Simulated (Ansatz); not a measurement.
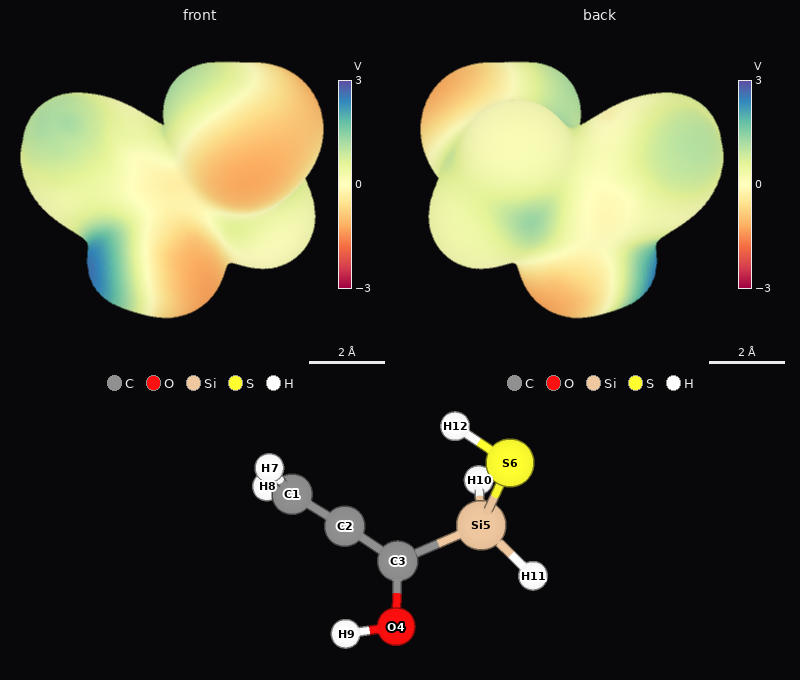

C3H6OSSi (SMILES C=C=C(O)[SiH2]S). The molecular electrostatic potential painted on the density surface at 0.002 e/bohr³, seen from the front and from behind; the colour scale runs from red (negative) to blue (positive). The bare structure is drawn below in the same view.

Theory: Ansatz, SCF cam_b3lyp, Gaussian basis.

Input file:

```
crystal:
  periodic: [false, false, false]
  atoms:
    - { symbol: C, position_ang: [-2.1486, 0.3851, -0.1252] }
    - { symbol: C, position_ang: [-1.0313, -0.1309, -0.2238] }
    - { symbol: C, position_ang: [0.0994, -0.7066, -0.3216] }
    - { symbol: O, position_ang: [0.2118, -2.0746, -0.4131] }
    - { symbol: Si, position_ang: [1.6829, 0.2537, -0.2903] }
    - { symbol: S, position_ang: [2.0822, 0.8433, 1.7597] }
    - { symbol: H, position_ang: [-2.6769, 0.5134, 0.8223] }
    - { symbol: H, position_ang: [-2.6482, 0.8465, -1.0251] }
    - { symbol: H, position_ang: [-0.7807, -2.3823, -0.3391] }
    - { symbol: H, position_ang: [1.549, 1.511, -1.0441] }
    - { symbol: H, position_ang: [2.8304, -0.5116, -0.766] }
    - { symbol: H, position_ang: [0.9069, 1.3977, 2.0004] }
basis:
  gaussian:
    orbitals: "6-31G*"
hamiltonian:
  xc: cam_b3lyp
output:
  orbitals: {}
```

Run with:

```sh
python c3h6ossi_energy.py
```

**Where is the surface potential most negative and most positive?**

The most negative region (about −1.3 V) lies over O4 and S6, the most positive (about +2.5 V) over H9.
